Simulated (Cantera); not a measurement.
Feed: 1 mol Zr, 2.8 mol O2, 12 mol N2, held at 59.3 Torr.

Cantera equilibrium calculation (NASA polynomials, part measured and part estimated; ideal gas, pure solids and liquids). Candidate condensed phases: Zr, ZrN, ZrO2; 13 gas species. Kinetics and transport are ignored.

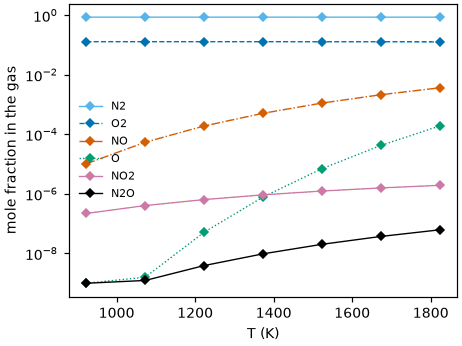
Equilibrium gas composition (values under 1e-9 drawn at 1e-9)

### Question
Read off the mole fractions at 1823 K.

### Answer
N2 about 0.87, O2 about 0.13, NO about 0.0037, O about 0.00019, NO2 about 1.9e-6, N2O about 6.2e-8.
